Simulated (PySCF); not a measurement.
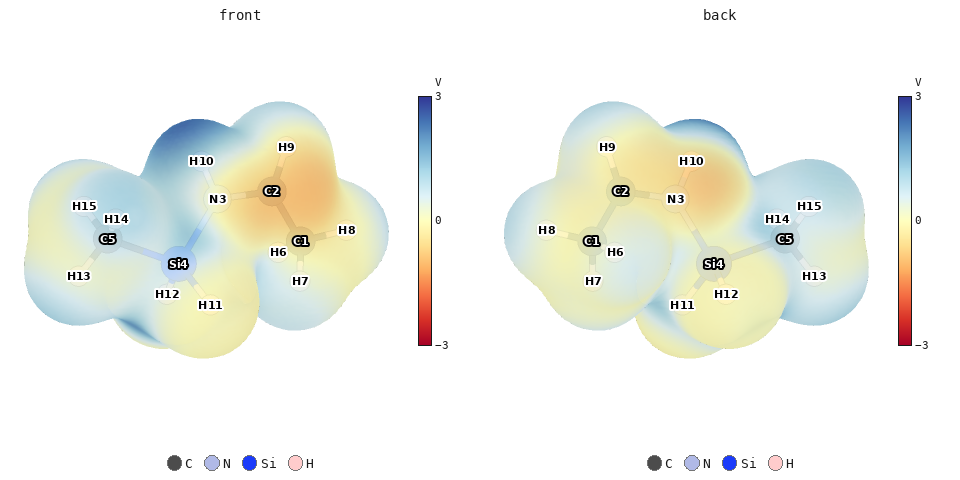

*C₃H₁₀NSi (SMILES C[CH]N[SiH2]C) (doublet). The molecular electrostatic potential painted on the density surface at 0.004 e/bohr³, seen from the front and from behind; red is negative and blue positive.*

Geometry: GFN2-xTB.

Computed with UKS B3LYP, pcH-1 on C H N Si, non-relativistic, mean-field spin-orbit, GIAO (PySCF).

| atom | x (Å) | y (Å) | z (Å) |
| --- | --- | --- | --- |
| C | -2.3669 | -0.3533 | -0.0782 |
| C | -1.5596 | 0.7885 | -0.5587 |
| N | -0.1857 | 0.7441 | -0.4932 |
| Si | 0.8455 | -0.6010 | -0.1504 |
| C | 2.5976 | 0.1136 | -0.2283 |
| H | -2.3413 | -0.4476 | 1.0150 |
| H | -1.9842 | -1.2898 | -0.4851 |
| H | -3.4046 | -0.2316 | -0.3800 |
| H | -2.0136 | 1.7545 | -0.6926 |
| H | 0.2481 | 1.6016 | -0.8002 |
| H | 0.7182 | -1.6926 | -1.1346 |
| H | 0.5416 | -1.1348 | 1.1852 |
| H | 3.3183 | -0.6434 | 0.0604 |
| H | 2.8581 | 0.4421 | -1.2300 |
| H | 2.7242 | 0.9577 | 0.4431 |

Question: Which sites attract a positive test charge, and which a negative one?

Answer: A positive charge is drawn to the negative regions and a negative charge to the positive ones. The most negative region (about −1.0 V) lies over the π face of C2, the most positive (about +2.4 V) over H10.
